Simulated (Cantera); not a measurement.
Input: 1 mol (CH3)2SiCl2, 0.026 mol C3H8, 33 mol H2, held at 1877 °C.

These are equilibrium values from Cantera (NASA tables, ideal gas, pure condensed phases), not measurements of a reactor. Candidate condensed phases: C, C6H6, C7H8, C8H18, Si, SiC; 109 gas species. The feed counts by its element totals alone. The tables' values for SiCl are old estimates; treat these amounts as uncertain. Gases not in the tables: Si2H6 and higher silanes. The numbers say what is thermodynamically allowed, not how fast it happens.

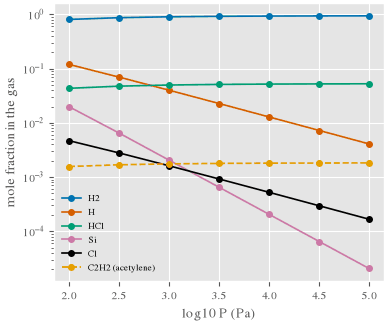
Fig. 1. Equilibrium gas composition (values under 1e-9 drawn at 1e-9)

Task: Read off the mole fractions at 0.320 bar.

Result: H2 about 0.94, HCl about 0.052, H about 0.0072, C2H2 (acetylene) about 0.0018, Cl about 0.00029, Si about 6.4e-5.
